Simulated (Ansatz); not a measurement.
These are PBE (plane waves to 420 eV, PAW; Ansatz, a program for electronic structure) values and carry that method's errors.

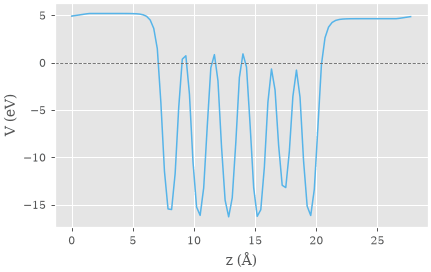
Figure. Electrostatic potential energy of an electron, averaged over planes parallel to the surface, in eV from the Fermi level, for a constructed model of the (111) surface of fcc Au, a layer of Fe in place of the second plane (bottom of the slab: a bare face, its two planes held)

Slab: 6 atoms, 12.0 Å thick at the start; k 15x15x1, smearing 0.1 eV, dipole-corrected; 2 atoms held, the rest relaxed; symmetry of the start imposed; spin-polarised, ending with about 3.1 μB a cell; orders that need a larger cell were not tried, no spin-orbit, no U. In PBE it lies 0.04 eV a 1x1 cell over the lowest computed structure of the same composition (a layer of Fe in place of the third plane).

The vacuum level lies 4.64 eV above the Fermi level over the top face and 5.19 eV above it under the bottom face.
